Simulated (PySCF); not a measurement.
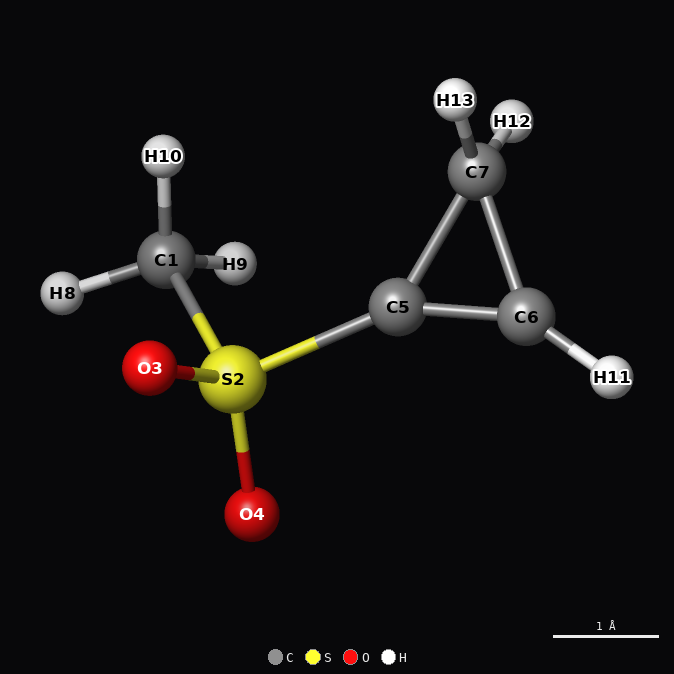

The view is orthographic, and the bar gives the scale. The geometry was computed by an optimisation with GFN2-xTB. No frequency run is at hand to confirm it as a minimum.

Reconstruct the coordinates (Å) as seen: x to the right, y up, z towards the viewer, origin at the mean of the atomic positions.

```xyz
13
C4H6O2S
C   -1.53   0.19  -1.12
S   -0.90  -0.96   0.13
O   -1.69  -0.85   1.32
O   -0.71  -2.26  -0.46
C    0.69  -0.27   0.48
C    1.92  -0.36   0.89
C    1.45   1.03   0.57
H   -2.53  -0.14  -1.40
H   -0.87   0.15  -1.98
H   -1.56   1.18  -0.69
H    2.74  -0.94   1.23
H    1.78   1.51  -0.34
H    1.24   1.72   1.38
```
